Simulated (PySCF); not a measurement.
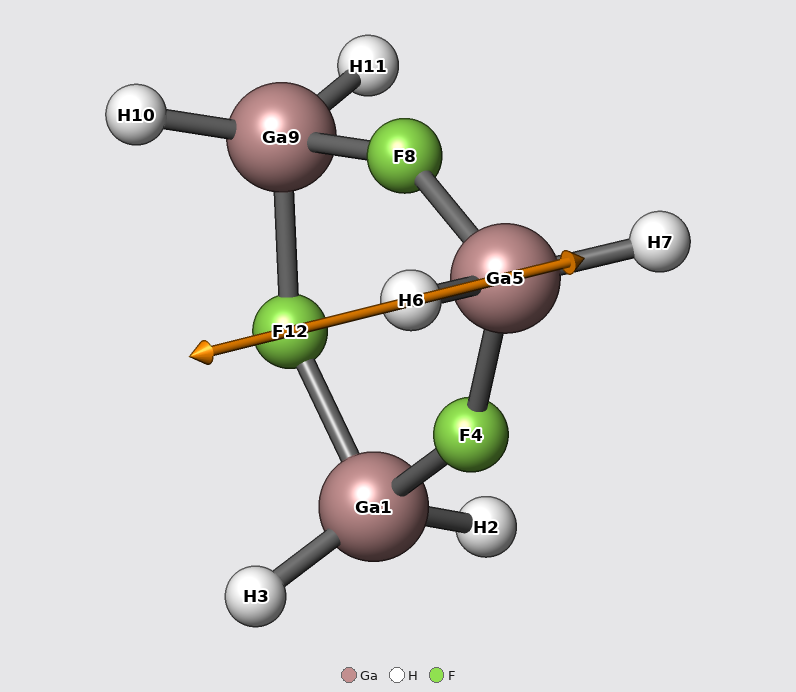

The double arrow shows the direction of the transition dipole to excited singlet state 10 (its length means nothing). The geometry was computed by an optimisation with PBE0-D3(BJ)/def2-SVP. No frequency run is at hand to confirm it as a minimum. Properties computed with TDDFT B3LYP/def2-SVPD, vertical, gas phase, core orbitals frozen in the response (PySCF 2.14.0).

**Where does the transition lie, and how strong is it?**

7.79 eV (159 nm), oscillator strength 0.37, mainly HOMO → LUMO+3 (weight 0.93); transition dipole 3.54 D.
